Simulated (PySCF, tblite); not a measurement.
**C5H10N2SSi: geometry, infrared bands and NMR shifts**

What infrared bands and NMR shifts should C5H10N2SSi (`CS[C@@H]1CC[Si@@]1(N)C#N`) show?

Computed with tblite 0.8.0 and PySCF 2.14.0, with density-fitted response routines of our own, on a single molecule in the gas phase. Atoms count from 0, in the outputs and in this text.

### 1 Starting geometry

19 atoms, charge 0, multiplicity 1; geometry from: force field or distance geometry start.

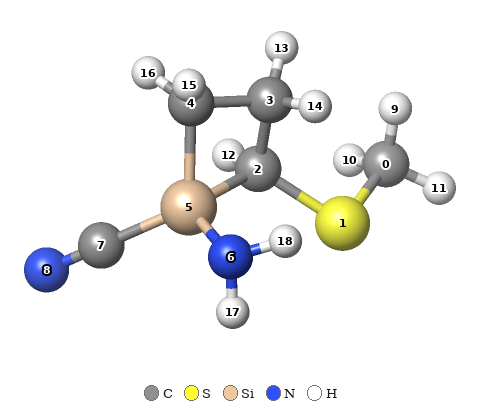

As it starts; carbon grey, sulfur yellow, silicon light orange, nitrogen blue, hydrogen white, atoms numbered.

### 2 Optimising the geometry with GFN2-xTB

Job settings and geometry (Å):

```
{"job": {"kind": "relax", "xc": "GFN2-xTB", "basis": "xTB"}, "charge": 0, "multiplicity": 1}
C      2.664300    -1.424400    -0.430300
S      1.103200    -1.574300     0.482800
C      0.215100    -0.234600    -0.358400
C      0.587300     1.187200     0.204100
C     -0.832000     1.807600     0.053700
Si    -1.580300     0.087800     0.268900
N     -1.808600    -0.328000     1.906100
C     -2.920000    -0.385400    -0.908700
N     -3.753400    -0.698600    -1.662400
H      3.091400    -0.434100    -0.269500
H      2.477100    -1.577200    -1.499100
H      3.359900    -2.180400    -0.077500
H      0.223400    -0.288300    -1.445100
H      1.368100     1.696700    -0.369300
H      0.935800     1.196700     1.258900
H     -1.100000     2.553700     0.813800
H     -1.015400     2.229000    -0.945600
H     -2.118000    -1.307100     1.966500
H     -0.907800    -0.317100     2.392000
```

The run is started by

```bash
$ OMP_NUM_THREADS=1 python probes_run.py task.json out
```

The driver reads the jobs from task.json and runs them one after another.

**Question.** This job is followed by: GFN2-xTB harmonic vibrations, gas phase; GIAO PBE0/pcSseg-1 NMR shielding, non-relativistic, gas phase. What will the session give for the following? strongest single infrared mode (GFN2-xTB); zero-point energy (GFN2-xTB); 13C shifts against TMS (PBE0/pcSseg-1); 1H shifts against TMS (PBE0/pcSseg-1, means over atoms taken as alike); 33S shifts against CS2 (PBE0/pcSseg-1); 29Si shifts against TMS (PBE0/pcSseg-1); 15N shifts against NH3 (PBE0/pcSseg-1).

As calculated:

```
                                                              quantity                                         value
                             strongest single infrared mode (GFN2-xTB)                          516 cm⁻¹, 269 km/mol
                                          zero-point energy (GFN2-xTB)                                 90.3 kcal/mol
                                13C shifts against TMS (PBE0/pcSseg-1)             125.0, 50.1, 30.7, 22.3, 21.6 ppm
1H shifts against TMS (PBE0/pcSseg-1, means over atoms taken as alike)  2.91, 2.64, 2.05, 2.02, 1.85, 1.82, 1.27 ppm
                                33S shifts against CS2 (PBE0/pcSseg-1)                                         1 ppm
                               29Si shifts against TMS (PBE0/pcSseg-1)                                     -21.9 ppm
                                15N shifts against NH3 (PBE0/pcSseg-1)                               359.4, 25.7 ppm
```

In words: The optimisation took 106 steps and gained 0.422 eV; among the close pairs (by a distance rule), C2–C3 changed most, from 1.574 to 1.542 Å. No mode is imaginary among the 51: a minimum at this level. The strongest single mode, at 516 cm⁻¹, moves mainly H18 and H17. GFN2-xTB is a fitted tight-binding method: band positions and strengths are rough. Its intensities can rank the bands wrongly. C7 (nitrile carbon) lies farthest downfield among carbon, at 125.0 ppm; C≡N carbons fall here, among the sp2 signals but without a proton. At PBE0/pcSseg-1: Shielding is most anisotropic at N8 (span 583 ppm, paramagnetic term -429 ppm).
